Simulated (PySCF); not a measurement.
# CH4BClFIn (SMILES C[BH][In]([F])[Cl]) at 6 levels

Wanted: a comparison of 6 runs (HF/STO-3G, HF/3-21G, HF/def2-SVPD, HF/def2-TZVP, BLYP/def2-TZVP, MP2/def2-SVP) of CH4BClFIn. 

The calculation is run with PySCF 2.14.0.

1 further run of the same task is left out (set aside as unsound or not needed).

## 1. The system as given

The species is CH4BClFIn (9 atoms), meant as a singlet with charge 0. SMILES: `C[BH][In]([F])[Cl]`. Geometry: a GFN2-xTB relaxation, a rough one for these elements and not checked as a minimum. This is one conformer, not always the lowest.

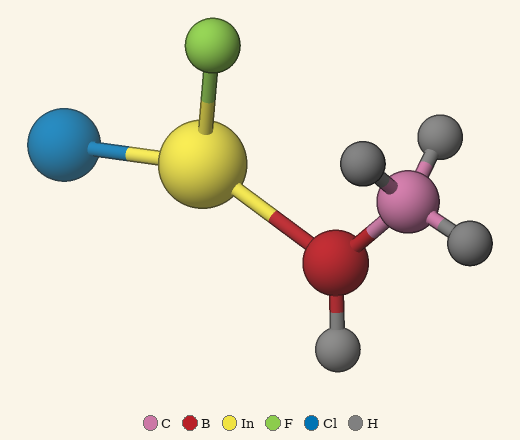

Viewed from a chosen angle; carbon pink, boron red, indium yellow, fluorine green, chlorine blue, hydrogen grey.

## 2. Energy and gradient at HF/STO-3G (run 1)

File run.py:

```python
import pyscf.grad
from pyscf import gto, scf

mol = gto.Mole()
mol.atom = '''
C       -0.598550       0.161750       1.281170
B        0.001880       0.995690       0.150200
In       0.632970      -0.325520      -1.627350
F        0.647260      -2.141940      -0.733200
Cl       1.326000      -0.476870      -3.852650
H       -1.482500      -0.384150       0.934890
H        0.098240      -0.652610       1.514520
H       -0.850810       0.685460       2.199800
H        0.225500       2.138190       0.132620
'''
mol.verbose = 4
mol.basis = 'sto-3g'
mol.max_memory = 1860
mol.spin = 0
mol.build()

hf = scf.RHF(mol)
hf.conv_tol = 1e-10
hf.kernel()
if not hf.converged:
    hf = hf.newton().run(hf.mo_coeff, hf.mo_occ)

e_final = hf.e_tot
print('Final energy', e_final)
grad = hf.Gradients().kernel()
dip = hf.dip_moment()
pop, q = hf.mulliken_pop()
```

Started as:

```
$ OMP_NUM_THREADS=1 python run.py
```

The log of the run:

```text
PySCF version 2.14.0

[... 67 lines left out ...]
converged SCF energy = -6299.66583673434
Final energy -6299.665836734335
[... 11 lines left out ...]
Dipole moment(X, Y, Z, Debye): -1.34880,  2.17125,  2.55641
[... 26 lines left out ...]
pop of  2 In 5py          0.59425
pop of  2 In 5pz          0.46519
pop of  2 In 3dxy         1.99989
pop of  2 In 3dyz         1.99940
pop of  2 In 3dz^2        1.99913
pop of  2 In 3dxz         1.99958
pop of  2 In 3dx2-y2      1.99973
pop of  2 In 4dxy         1.99664
pop of  2 In 4dyz         1.98091
pop of  2 In 4dz^2        1.97175
pop of  2 In 4dxz         1.98632
pop of  2 In 4dx2-y2      1.99150
pop of  3 F 1s            1.99944
pop of  3 F 2s            1.96662
pop of  3 F 2px           1.92208
pop of  3 F 2py           1.60608
pop of  3 F 2pz           1.85011
pop of  4 Cl 1s           1.99998
pop of  4 Cl 2s           1.99904
pop of  4 Cl 3s           1.99076
pop of  4 Cl 2px          1.99855
pop of  4 Cl 2py          1.99949
pop of  4 Cl 2pz          1.99311
pop of  4 Cl 3px          1.91186
pop of  4 Cl 3py          1.97253
pop of  4 Cl 3pz          1.61157
pop of  5 H 1s            0.93250
pop of  6 H 1s            0.92331
pop of  7 H 1s            0.94143
pop of  8 H 1s            1.07086
 ** Mulliken atomic charges  **
charge of    0C =     -0.30683
charge of    1B =      0.16059
charge of    2In =      0.83558
charge of    3F =     -0.34434
charge of    4Cl =     -0.47690
charge of    5H =      0.06750
charge of    6H =      0.07669
charge of    7H =      0.05857
charge of    8H =     -0.07086
```

Run time: 7.5 s. Hardware: 1 thread of Intel Xeon at 2.70GHz, shared host; peak memory 0.13 GiB.

## 3. Energy and forces at HF/3-21G (run 2)

File calc.py:

```python
from pyscf import gto, scf

mol = gto.M(
    atom='''
C     -0.598550     0.161750     1.281170
B      0.001880     0.995690     0.150200
In     0.632970    -0.325520    -1.627350
F      0.647260    -2.141940    -0.733200
Cl     1.326000    -0.476870    -3.852650
H     -1.482500    -0.384150     0.934890
H      0.098240    -0.652610     1.514520
H     -0.850810     0.685460     2.199800
H      0.225500     2.138190     0.132620
''',
    basis='3-21g',
    verbose=4,
    charge=0,
    max_memory=1860,
)

mf = scf.RHF(mol)
mf.conv_tol = 1e-10
mf.kernel()
if not mf.converged:
    mf = mf.newton().run(mf.mo_coeff, mf.mo_occ)

etot = mf.e_tot
print('E = %.10f Eh' % etot)
grad = mf.nuc_grad_method().kernel()
mf.analyze()
```

Started as:

```
$ OMP_NUM_THREADS=1 python calc.py
```

The log of the run:

```text
PySCF version 2.14.0

[... 87 lines left out ...]
Two-electron Coulomb Energy =         3152.231982253595106
[... 9 lines left out ...]
MO #7   energy= -29.6002349925363  occ= 2
[... 7 lines left out ...]
MO #15  energy= -17.5389183433904  occ= 2
[... 7 lines left out ...]
MO #23  energy= -5.04470903490446  occ= 2
[... 7 lines left out ...]
MO #31  energy= -1.13729830351074  occ= 2
[... 7 lines left out ...]
MO #39  energy= -0.523039300106866 occ= 2
[... 7 lines left out ...]
MO #47  energy= 0.0631911894140917 occ= 0
[... 7 lines left out ...]
MO #55  energy= 0.33243232066984   occ= 0
[... 7 lines left out ...]
MO #63  energy= 0.814091391929135  occ= 0
[... 7 lines left out ...]
MO #71  energy= 1.30820665562761   occ= 0
[... 7 lines left out ...]
MO #79  energy= 3.69262424097602   occ= 0
[... 52 lines left out ...]
pop of  3 F 2s            1.88946
pop of  3 F 3s            0.00265
pop of  3 F 2px           1.93319
pop of  3 F 2py           1.83140
pop of  3 F 2pz           1.89959
pop of  3 F 3px           0.00104
pop of  3 F 3py           0.00232
pop of  3 F 3pz           0.00152
pop of  4 Cl 1s           1.99999
pop of  4 Cl 2s           1.99968
pop of  4 Cl 3s           1.86046
pop of  4 Cl 4s           0.00401
pop of  4 Cl 2px          1.99995
pop of  4 Cl 2py          1.99994
pop of  4 Cl 2pz          1.99991
pop of  4 Cl 3px          1.89989
pop of  4 Cl 3py          1.94695
pop of  4 Cl 3pz          1.69634
pop of  4 Cl 4px          0.00155
pop of  4 Cl 4py          0.00167
pop of  4 Cl 4pz          0.00127
pop of  5 H 1s            0.86730
pop of  5 H 2s            0.00810
pop of  6 H 1s            0.85154
pop of  6 H 2s            0.00947
pop of  7 H 1s            0.88356
pop of  7 H 2s            0.00925
pop of  8 H 1s            0.98995
pop of  8 H 2s            0.00574
 ** Mulliken atomic charges  **
charge of    0C =     -0.39281
charge of    1B =      0.01158
charge of    2In =      0.97882
charge of    3F =     -0.56108
charge of    4Cl =     -0.41161
charge of    5H =      0.12460
charge of    6H =      0.13899
charge of    7H =      0.10719
charge of    8H =      0.00432
Dipole moment(X, Y, Z, Debye): -1.77673,  3.61166,  3.19277
```

It took 6.9 s on 1 thread of Intel Xeon at 2.70GHz, shared host; peak memory 0.16 GiB.

Runs 3 to 5 aren't shown in full; the table further down has their settings and results.

## 4. Energy and forces at MP2/def2-SVP (core potential) (run 6)

File start.xyz:

```xyz
9
CH4BClFIn
C     -0.598550     0.161750     1.281170
B      0.001880     0.995690     0.150200
In     0.632970    -0.325520    -1.627350
F      0.647260    -2.141940    -0.733200
Cl     1.326000    -0.476870    -3.852650
H     -1.482500    -0.384150     0.934890
H      0.098240    -0.652610     1.514520
H     -0.850810     0.685460     2.199800
H      0.225500     2.138190     0.132620
```

File calc.py:

```python
from pyscf import gto, mp

mol = gto.M(
    atom='start.xyz',
    ecp={'In': 'def2-svp'},
    max_memory=1860,
    basis='def2-svp',
    verbose=4,
    charge=0,
)

mf = mol.RHF()
mf.conv_tol = 1e-10
mf.kernel()
if not mf.converged:
    mf = mf.newton().run(mf.mo_coeff, mf.mo_occ)

pt = mp.MP2(mf, frozen=12).run()
e_final = pt.e_tot
print('E(%s) = %.9f' % ('MP2', e_final))
grad = pt.nuc_grad_method().kernel()
dip = mf.dip_moment()
pop, q = mf.mulliken_pop()
```

Started as:

```
$ OMP_NUM_THREADS=1 python calc.py
```

The log of the run:

```text
PySCF version 2.14.0

[... 67 lines left out ...]
converged SCF energy = -812.813959770524
[... 17 lines left out ...]
Dipole moment(X, Y, Z, Debye): -1.52057,  4.02755,  2.23903
[... 77 lines left out ...]
pop of  4 Cl 3py          0.72990
pop of  4 Cl 3pz          0.62709
pop of  4 Cl 4px          1.18857
pop of  4 Cl 4py          1.21183
pop of  4 Cl 4pz          1.01532
pop of  4 Cl 3dxy         0.00020
pop of  4 Cl 3dyz         0.00175
pop of  4 Cl 3dz^2        0.00601
pop of  4 Cl 3dxz         0.00314
pop of  4 Cl 3dx2-y2      0.00025
pop of  5 H 1s            0.73381
pop of  5 H 2s            0.16751
pop of  5 H 2px           0.01369
pop of  5 H 2py           0.00899
pop of  5 H 2pz           0.00600
pop of  6 H 1s            0.72570
pop of  6 H 2s            0.15143
pop of  6 H 2px           0.01022
pop of  6 H 2py           0.01358
pop of  6 H 2pz           0.00520
pop of  7 H 1s            0.74831
pop of  7 H 2s            0.16974
pop of  7 H 2px           0.00469
pop of  7 H 2py           0.00771
pop of  7 H 2pz           0.01480
pop of  8 H 1s            0.76513
pop of  8 H 2s            0.24347
pop of  8 H 2px           0.00092
pop of  8 H 2py           0.01393
pop of  8 H 2pz           0.00182
 ** Mulliken atomic charges  **
charge of    0C =     -0.19961
charge of    1B =      0.06668
charge of    2In =      0.95166
charge of    3F =     -0.62820
charge of    4Cl =     -0.38387
charge of    5H =      0.07000
charge of    6H =      0.09386
charge of    7H =      0.05474
charge of    8H =     -0.02527
```

Wall time 33 s (1 thread of Intel Xeon at 2.70GHz, shared host); peak memory 1.1 GiB.

## 5. Overview of the runs

| run | level | core potential | integration grid | energy (Eh) | dipole moment (D) of the reference | HOMO energy (eV) | LUMO energy (eV) | wall time |
| --- | --- | --- | --- | --- | --- | --- | --- | --- |
| 1 | HF/STO-3G | – | – | -6299.665837 | 3.62 | -7.43 | 4.43 | 7.5 s |
| 2 | HF/3-21G | – | – | -6335.539099 | 5.14 | -10.32 | 0.13 | 6.9 s |
| 3 | HF/def2-SVPD (core potential) | def2-svp | – | -812.835211 | 5.03 | -10.64 | -0.03 | 72 s |
| 4 | HF/def2-TZVP (core potential) | def2-svp | – | -813.177560 | 4.99 | -10.57 | 0.00 | 3.5 min |
| 5 | BLYP/def2-TZVP (core potential) | def2-svp | 5 | -815.597882 | 4.78 | -6.68 | -3.79 | 5.2 min |
| 6 | MP2/def2-SVP (core potential) | def2-svp | – | -813.436710 | 4.85 | -10.50 | 0.18 | 33 s |

## 6. Outcome

```
                                           quantity          value
                                run 6: total energy  -813.43671 Eh
        run 6: dipole moment (Hartree–Fock density)         4.85 D
         run 6: HOMO energy (Hartree–Fock orbitals)      -10.50 eV
         run 6: LUMO energy (Hartree–Fock orbitals)        0.18 eV
       run 6: HOMO–LUMO gap (Hartree–Fock orbitals)       10.68 eV
run 6: correlation energy (12 core orbitals frozen)     -622.8 mEh
                    run 6: largest force on an atom     1.083 eV/Å
```

**Reading.** Over runs 1, 2, 3, 4, 5 the dipole moment (its size) runs from 3.62 D (HF/STO-3G) to 5.14 D (HF/3-21G). Over runs 1, 2, 3, 4, 5 the HOMO–LUMO gap runs from 2.88 eV (BLYP/def2-TZVP) to 11.86 eV (HF/STO-3G). The two ends differ in method and basis and core potential. Some runs of one species differ in core potentials or relativity; totals across that change don't compare. In run 1 the basis is minimal, so the values are rough. In runs 1, 2 relativity is left out where basis or elements ask for it. All runs together took 11 min, the longest 5.2 min.
